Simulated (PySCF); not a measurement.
Molecule: SMILES C[CH2][Ga]([CH2]C)[CH2]C (C6H15Ga). Atoms near the plane z = 1.5 Å, at the GFN2-xTB optimised geometry (x, y, z in Å): C1 (2.3, 2.1, 0.0), C2 (1.8, 0.7, 0.0), Ga3 (-0.3, 0.7, 0.0), C4 (-1.4, -1.1, 0.0), C5 (-0.4, -2.3, 0.0), C6 (-1.4, 2.5, 0.0), C7 (-2.9, 2.3, 0.0), H8 (3.4, 2.1, 0.0), H9 (2.0, 2.7, 0.9), H12 (2.1, 0.1, 0.9), H13 (-2.0, -1.1, 0.8), H15 (-0.9, -3.2, 0.0), H16 (0.2, -2.3, 0.9), H19 (-1.0, 3.1, 0.9), H20 (-3.4, 3.2, 0.0), H22 (-3.1, 1.7, 0.9).

Computed with PBE0/def2-SVP in PySCF. The values are rescaled to run from 0 to 1.

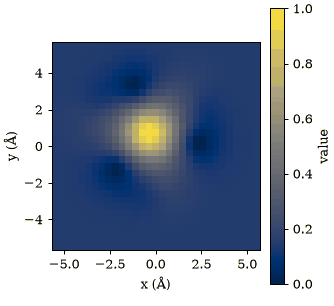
*a field on the plane z = 1.5 Å.*

Task: Which quantity is mapped?
A. an orbital amplitude
B. deformation density (molecule minus spherical neutral atoms)
C. electron localisation function
D. log10 of the electron density

Result: A, an orbital amplitude. In full: LUMO amplitude (bohr^(-3/2)).
